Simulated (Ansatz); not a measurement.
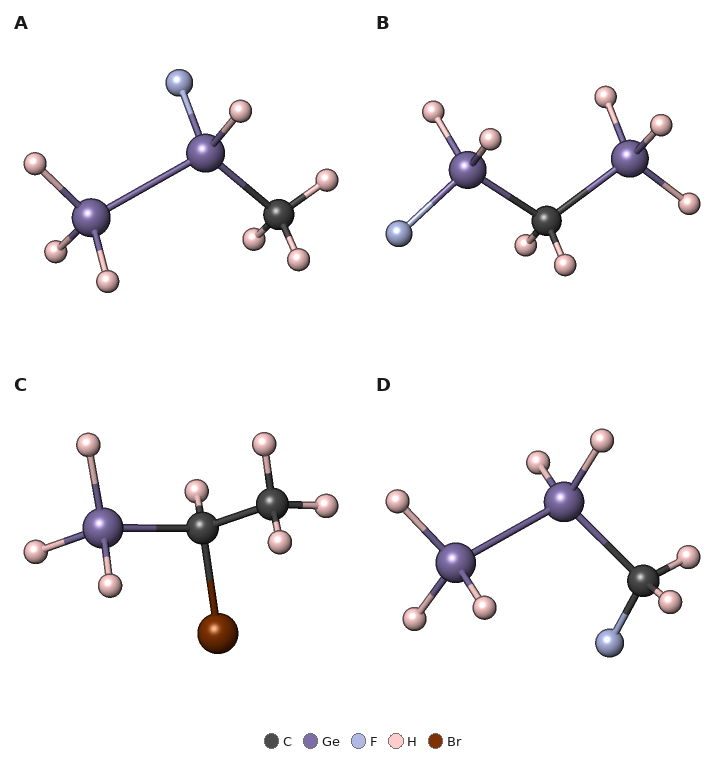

The picture comes from a calculation with Ansatz.

**Which panel belongs to which SMILES?**
(1) [CH3][Ge@@H]([F])[GeH3]
(2) [F][GeH2][CH2][GeH3]
(3) C[C@H]([GeH3])Br
(4) F[CH2][GeH2][GeH3]

A is (1), B is (2), C is (3), D is (4).
